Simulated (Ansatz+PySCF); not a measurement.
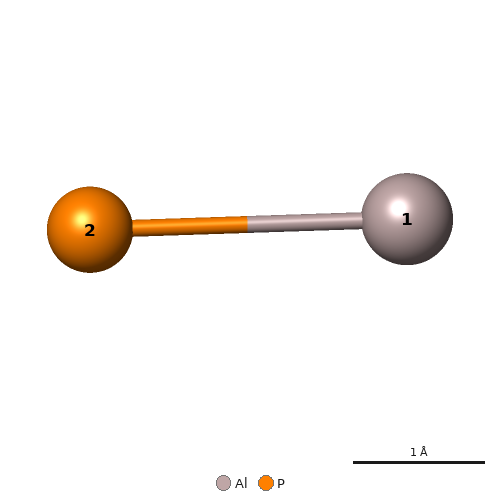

Simulated data, not a measurement (program: Ansatz+PySCF).

Numbered structure. Charge 0, triplet. Geometry: a fixed input geometry, not necessarily a minimum.

List the bonds and their lengths.

```tsv
bond	length (Å)
Al1–P2	2.440
```

The spin state was imposed, and no run here compares it with a lower spin, which may lie lower.
